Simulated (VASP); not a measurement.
Band structure of MoSi$_{2}$ (MoSi2 type). All values below come from SCAN meta-GGA, VASP's PBE PAW potentials (set 64) (plane waves; VASP).

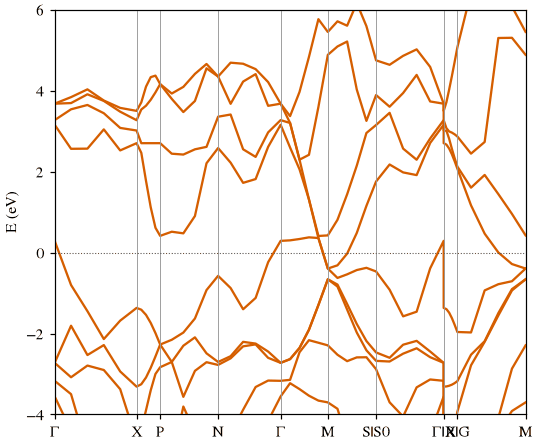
Figure: Bands along high-symmetry lines, zero at the valence-band maximum or, without a gap, the Fermi level

**Question.** Read the plot: is there a gap, and where are the band edges?

**Answer.** It has no gap at this level: it comes out as a metal or semimetal.

The compound is MoSi2 in the MoSi2 type structure. It was relaxed first.
